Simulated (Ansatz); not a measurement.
# C4H6F2O: basis-set convergence

How large a basis does C4H6F2O need? Two functionals are run in growing sets.

Computed with Ansatz 0.2.0, Gaussian basis. Level: one geometry, several basis sets.

Plan: PBE0-D4/def2-SVP; ωB97M-V/def2-SVP; PBE0-D4/def2-QZVPP; ωB97M-V/def2-QZVPP; the functionals' def2-TZVPP values are taken from earlier runs.

**1. The relaxed structure**

All runs share one geometry, relaxed beforehand with PBE0-D4 in a triple-zeta def2 set.

SMILES `FC1(F)CCOC1`, 13 atoms, charge 0, spin multiplicity 1.

Atoms are counted from 1 here; the program's logs count them from 0.

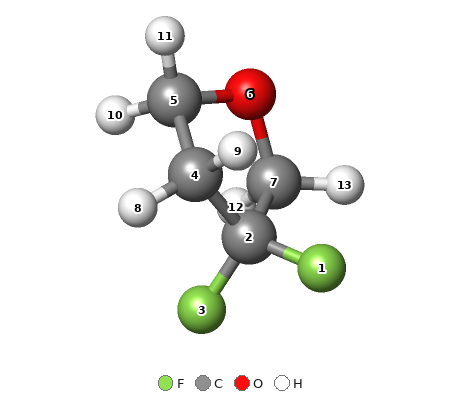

The structure; fluorine green, carbon grey, oxygen red, hydrogen white; atoms are numbered from 1 in the order of the file.

**2. PBE0-D4 in def2-SVP**

The input, in.yaml:

```yaml
crystal:
  periodic: [false, false, false]
  atoms:
    - {symbol: F, position_ang: [-0.226722, -1.126191, 1.885975]}
    - {symbol: C, position_ang: [0.105699, -0.841421, 0.599587]}
    - {symbol: F, position_ang: [0.530240, -2.015743, 0.055095]}
    - {symbol: C, position_ang: [-1.063426, -0.250288, -0.172259]}
    - {symbol: C, position_ang: [-0.401890, 0.897583, -0.920066]}
    - {symbol: O, position_ang: [0.593891, 1.367155, -0.028507]}
    - {symbol: C, position_ang: [1.206533, 0.221935, 0.512479]}
    - {symbol: H, position_ang: [-1.536019, -0.997727, -0.808134]}
    - {symbol: H, position_ang: [-1.791608, 0.130441, 0.544786]}
    - {symbol: H, position_ang: [0.055317, 0.548365, -1.857162]}
    - {symbol: H, position_ang: [-1.073469, 1.725376, -1.144968]}
    - {symbol: H, position_ang: [2.001802, -0.155514, -0.143773]}
    - {symbol: H, position_ang: [1.619851, 0.461428, 1.491848]}
basis:
  gaussian: {orbitals: def2-SVP}
hamiltonian: {xc: pbe0, dispersion: d4}
output: {orbitals: {seedname: orbitals}}
```

Started as:

```sh
> ansatz run in.yaml --threads 4 --pin off --events-out ev --progress --plain --max-ram 11315MiB
```

Further steps of the session: ωB97M-V in def2-SVP; PBE0-D4 in def2-QZVPP; ωB97M-V in def2-QZVPP.

Q: Predict the results of all the runs planned. Wanted: PBE0-D4: double and triple zeta above quadruple; ωB97M-V: double and triple zeta above quadruple.

The runs gave:

| quantity | value |
| --- | --- |
| PBE0-D4: double and triple zeta above quadruple | 14.30, 0.61 eV |
| ωB97M-V: double and triple zeta above quadruple | 14.68, 0.59 eV |

In words: PBE0-D4 gains 13.69 eV from double to triple zeta, then 0.61 eV more. These are total energies; as a rule much of such shifts cancels in differences, which this series doesn't test. The LUMO of ωB97M-V is positive and keeps falling with the basis (3.48 to 1.90 eV): an unbound level that the basis holds in place.
